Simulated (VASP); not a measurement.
Band structure of PbI₂ (space group P-3m1). Level of theory: modified Becke-Johnson potential (mBJ) with spin-orbit coupling, VASP's PBE PAW potentials (set 64) (plane waves; VASP 6.6.1).

mBJ is a potential without an energy functional, so only the levels count. The path is coarsely sampled, so an indirect gap can come out somewhat too large.

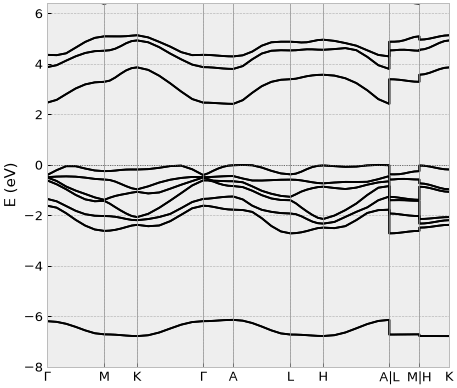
*Bands along high-symmetry lines, zero at the valence-band maximum or, without a gap, the Fermi level*

Task: Read the plot: is there a gap, and where are the band edges?

Result: The gap is indirect, 2.42 eV, from the valence maximum at H-A at 0.83 to the conduction minimum at A.

The structure comes from a computed database's PbI2 entry (P-3m1); how it stands against other phases isn't given here. It was relaxed first, which changed the volume by +9 %. The cell's shape comes from a PBE relaxation.
